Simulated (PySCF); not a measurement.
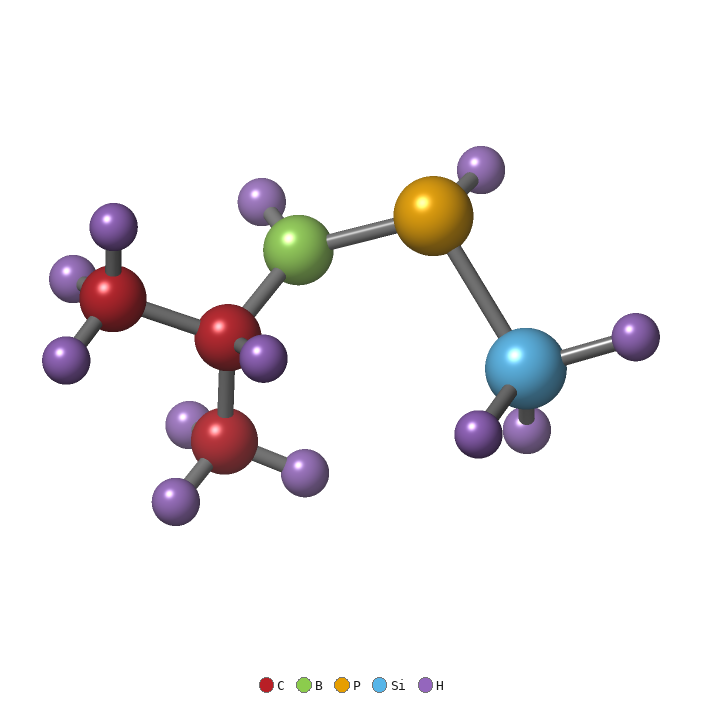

The picture shows a molecular structure as a ball-and-stick model. Every bond is drawn as one stick, whatever its order.

The geometry was computed by an optimisation with GFN2-xTB. No frequency run is at hand to confirm it as a minimum.

Description:

Formula C3H12BPSi. SMILES: `CC(C)BP[SiH3]`. It has no ring. Among its groups: Si–H bond, B–H bond. This geometry has C1 symmetry. Coordination: 3 C tetrahedral; 1 B trigonal planar; 1 P trigonal pyramidal; 1 Si tetrahedral.

The parts below concern this one geometry. Atoms keep their numbers from picture to picture.

### Geometry

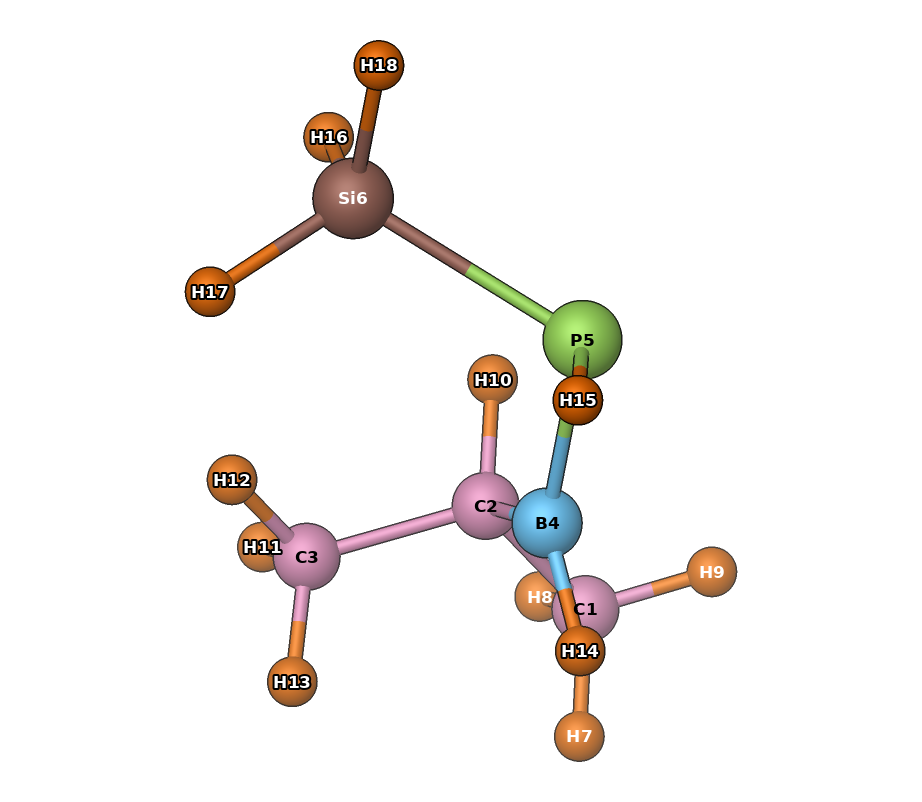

C2 lies behind B4. The molecule seen a little off the B4–C2 bond, B4 in front. Atoms fade into the background with distance from the viewer. No frequency run is at hand to confirm it as a minimum.

What is the torsion angle P5–B4–C2–C1? The sign is positive where the front bond must turn clockwise to cover the back bond.

Answer. 131°, anticlinal.

### Charges

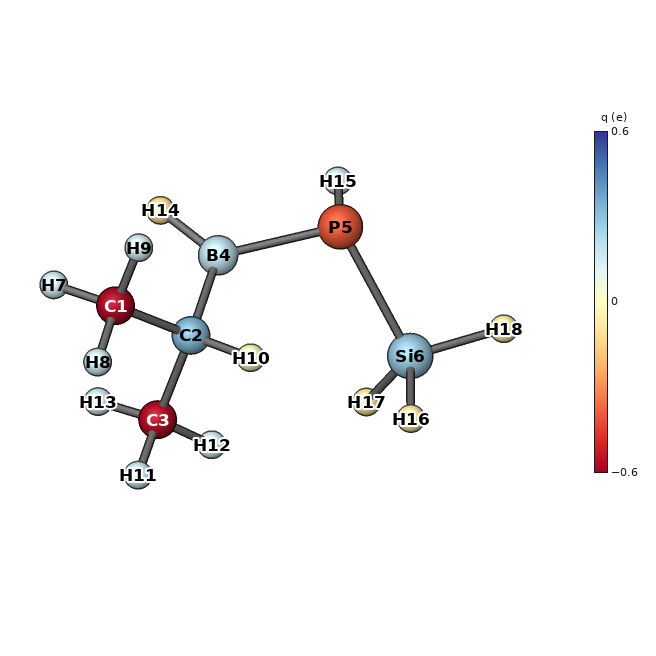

Atoms are coloured by their ESP-fitted charges. No frequency run is at hand to confirm it as a minimum. Method: PBE0/pcSseg-1, gas phase (PySCF 2.14.0).

Which atom carries the highest charge (most positive or least negative)?

Answer. C2 (0.32 e).

And the lowest?

Answer. C1 (−0.57 e).

Give the ESP-fitted charges atom by atom.

| atom | value (e) |
| --- | --- |
| C1 | −0.57 |
| C2 | 0.32 |
| C3 | −0.56 |
| B4 | 0.19 |
| P5 | −0.40 |
| Si6 | 0.28 |
| H7 | 0.14 |
| H8 | 0.14 |
| H9 | 0.13 |
| H10 | 0.01 |
| H11 | 0.15 |
| H12 | 0.13 |
| H13 | 0.14 |
| H14 | −0.08 |
| H15 | 0.15 |
| H16 | −0.05 |
| H17 | −0.07 |
| H18 | −0.04 |

### Dipole moment

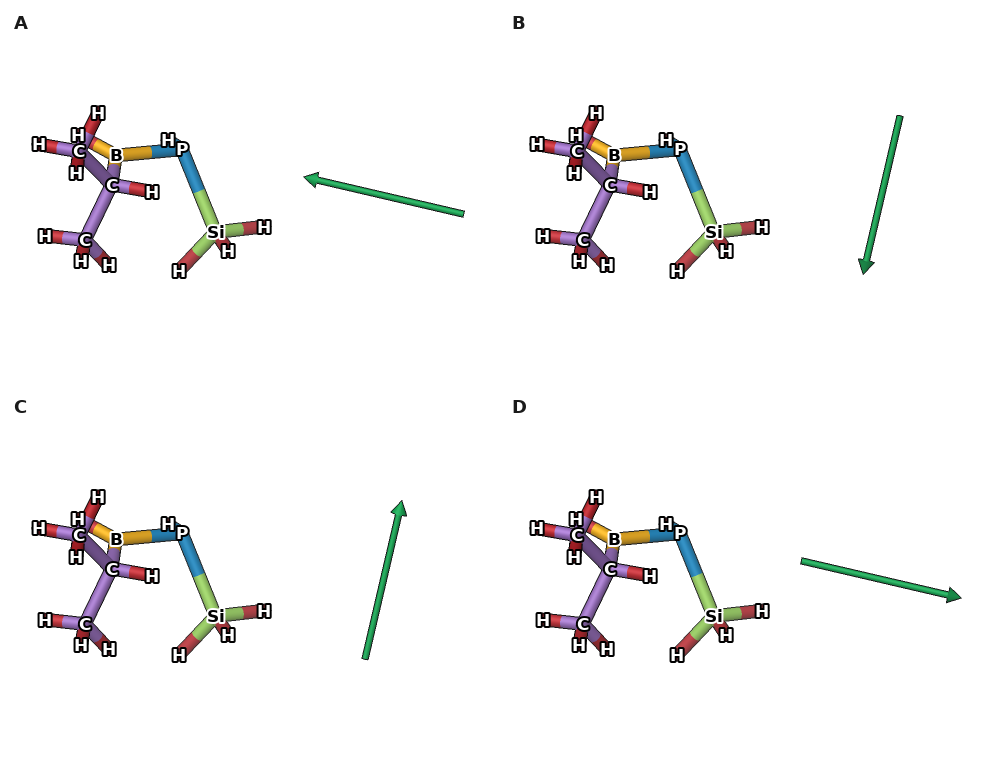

The same molecule four times, each with an arrow. No frequency run is at hand to confirm it as a minimum. Level of theory: PBE0/pcSseg-1, gas phase (PySCF 2.14.0).

Which arrow points along the dipole moment, from the negative to the positive end?

Answer. B. The dipole moment is 0.99 D.

### Polarisability

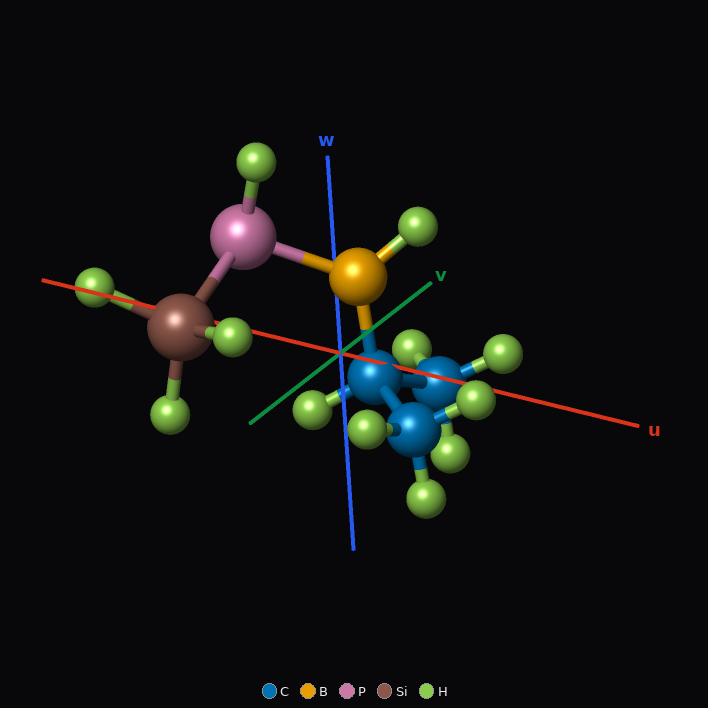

The lines u, v and w are the principal axes of the static dipole polarisability. No frequency run is at hand to confirm it as a minimum. Level of theory: PBE0/def2-SVPD (PySCF 2.14.0).

Along which axis is the molecule most polarisable, and along which least?

Answer. Most along u, least along v.

Give the three principal values.

Answer. u 129.6, v 88.4, w 105.0 bohr³; mean 107.6, anisotropy 35.9 bohr³.

The geometry is semi-empirical. Around B, P, Si such bond lengths and angles can be off by a tenth of an ångström or more and by several degrees, and values that hang on the shape move with them.
